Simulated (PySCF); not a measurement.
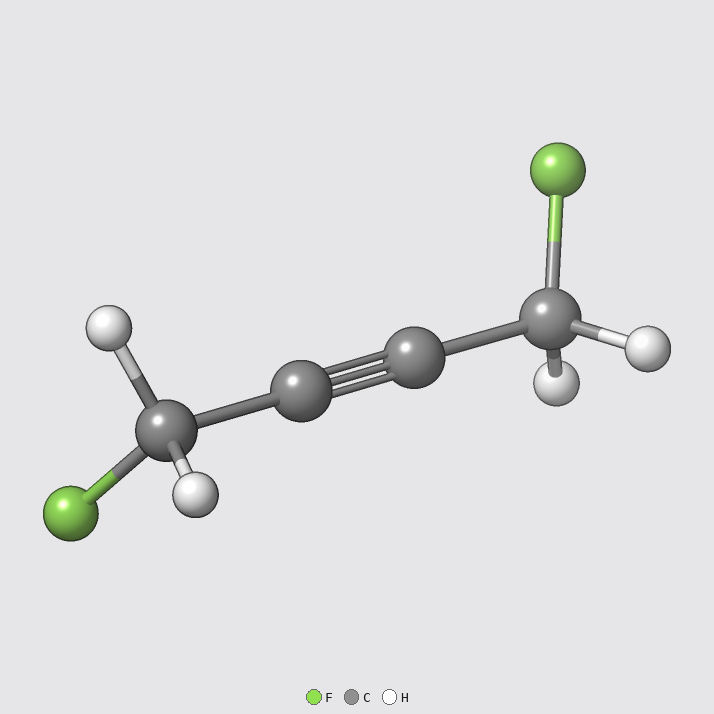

The picture shows a molecular structure as a ball-and-stick model. Double and triple bonds are drawn as two and three sticks.

The computed structure is the end point of a PBE0-D3(BJ)/def2-SVP optimisation. No frequency run is at hand to confirm it as a minimum.

What is the molecular formula?

C4H4F2, 10 atoms: 4 carbon, 4 hydrogen and 2 fluorine.

How many sets of symmetry-equivalent atoms are there?

5: 2 F, 2 C, 2 C, 2 H, 2 H.

More results for the same structure follow; atom numbers are the same in all pictures, views and colours differ.

## Bond orders

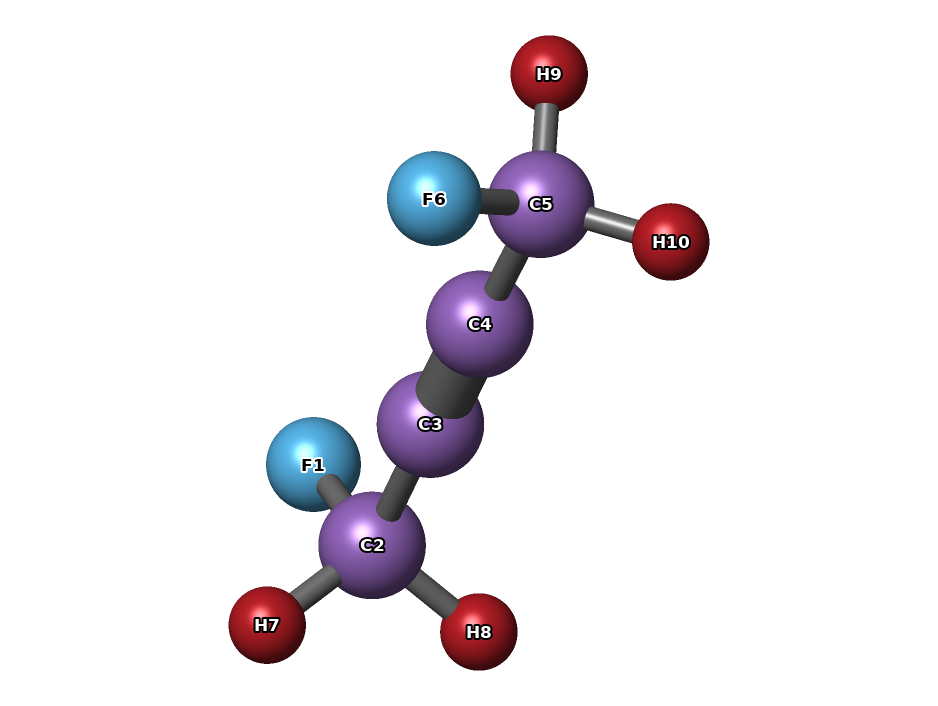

The thickness of each stick grows with its Mayer bond order. No frequency run is at hand to confirm it as a minimum. Method: PBE0/STO-3G (PySCF 2.14.0).

Which bond has the highest Mayer bond order?

C3–C4, 2.82, at a length of 1.212 Å.

List the Mayer bond orders of C3–C4, C2–C3, F1–C2, C2–H7, C2–H8 (one bond of each equivalent set).

| bond | Mayer order | length (Å) |
| --- | --- | --- |
| C3–C4 | 2.82 | 1.212 |
| C2–C3 | 1.03 | 1.456 |
| F1–C2 | 1.01 | 1.369 |
| C2–H7 | 0.93 | 1.104 |
| C2–H8 | 0.93 | 1.104 |

## Dipole moment

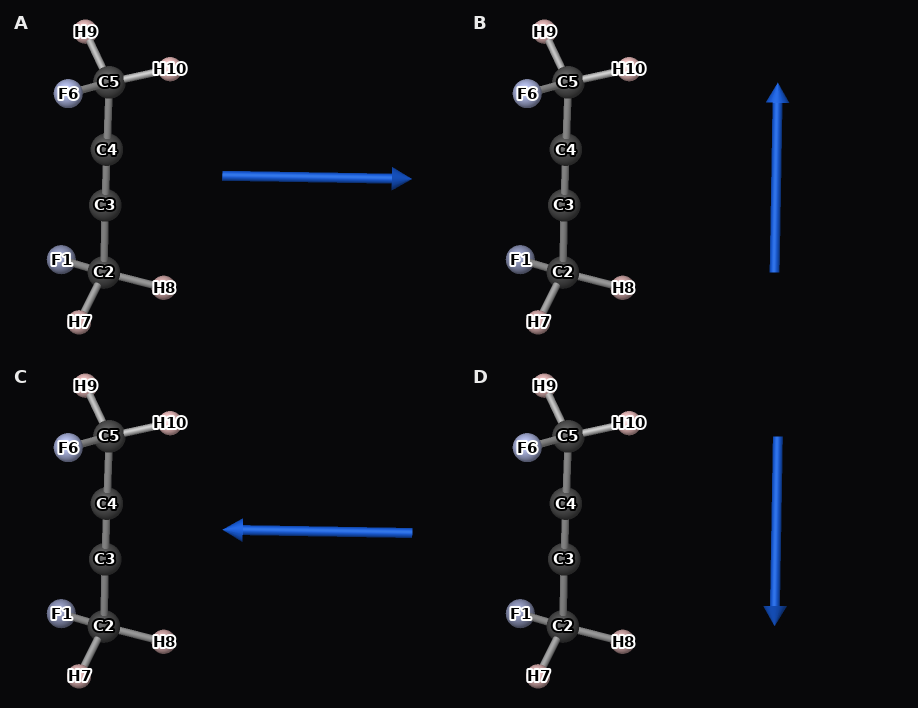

The same molecule four times, each with an arrow. No frequency run is at hand to confirm it as a minimum. Properties computed with ωB97X-D/pcSseg-2, gas phase (PySCF 2.14.0).

Which arrow points along the dipole moment, from the negative to the positive end?

A. The dipole moment is 1.89 D; it points from the side of F1, F6 to the side of H8, H10 (the outermost atoms at the two ends).

## NMR shielding

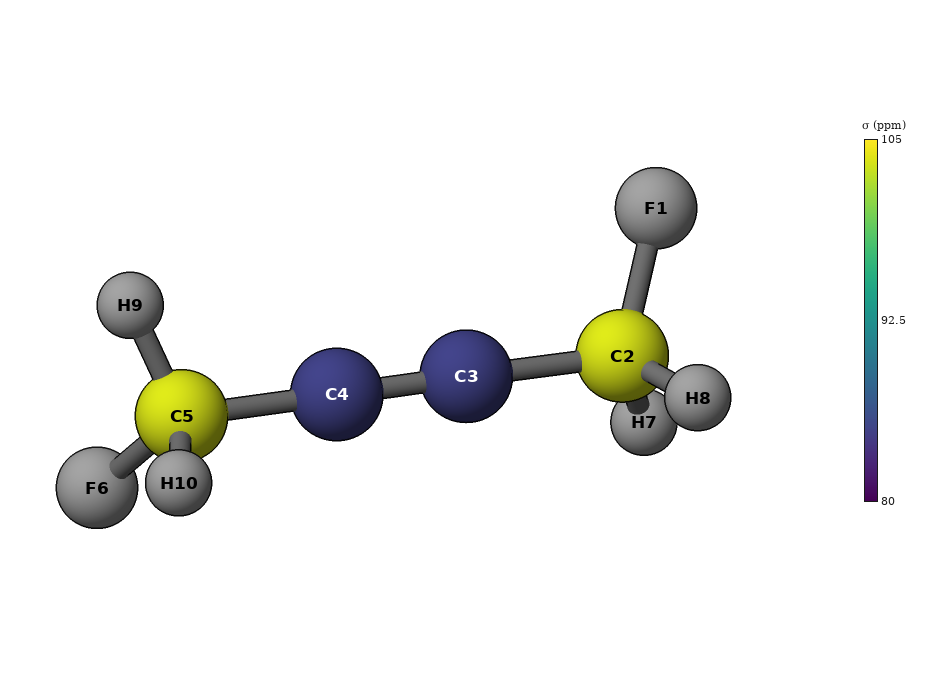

Atoms are coloured by their isotropic NMR shieldings (C only, the others grey). No frequency run is at hand to confirm it as a minimum. Properties computed with GIAO BP86/pcSseg-2 NMR shielding, non-relativistic, gas phase (PySCF 2.14.0).

List the isotropic NMR shieldings of the C atoms.

```csv
atom,σ (ppm)
C2,103.5
C3,84.9
C4,84.9
C5,103.5
```
